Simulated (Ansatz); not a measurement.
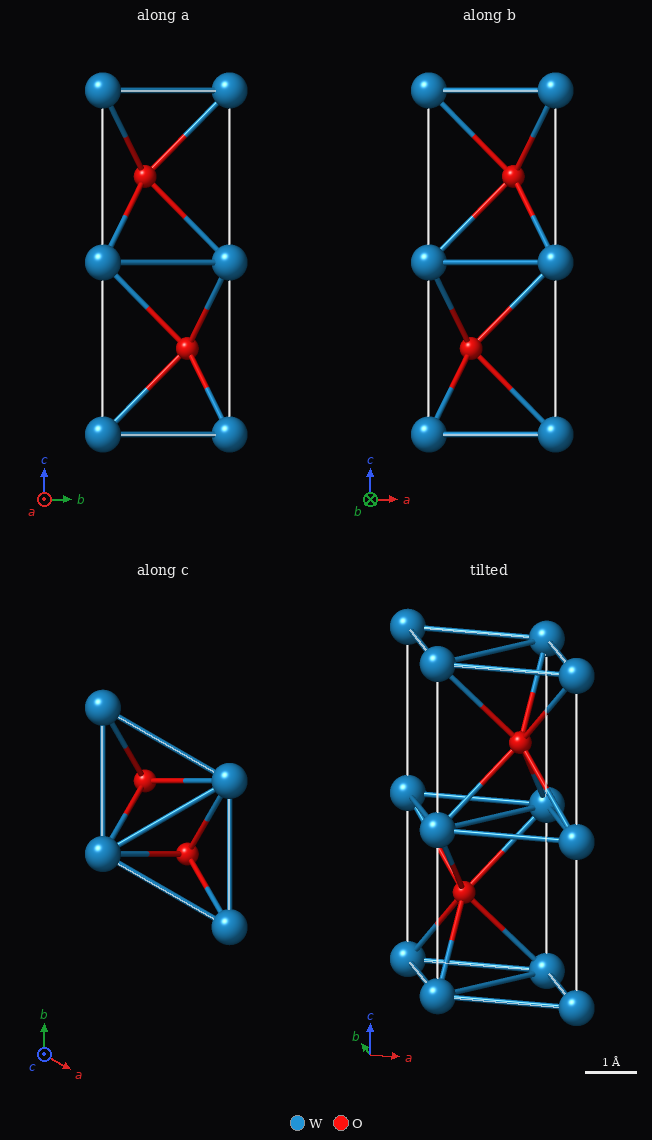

This ball-and-stick model is shown along the a axis, along the b axis, along the c axis and slightly off an axis. The outline marks the conventional unit cell.

Lattice parameters: a = 2.882 Å, b = 2.882 Å, c = 6.778 Å, α = 90.00°, β = 90.00°, γ = 120.00°.

Transcribe the picture into a table of Wyckoff sites.

Space group P6_3/mmc (No. 194).
```tsv
atom	site	x	y	z
W	2a	0.0000	0.0000	0.0000
O	2c	0.3333	0.6667	0.2500
```

It goes back to a structure type filled with these elements by a generator (whether the compound takes this form wasn't checked). Earlier steps of the study may have refined or changed the cell and positions. It went into a calculation with Ansatz.

At this level of theory the cell isn't at rest (stretched, at -25 GPa), so its distances can differ from those at equilibrium, the more so the softer the solid.
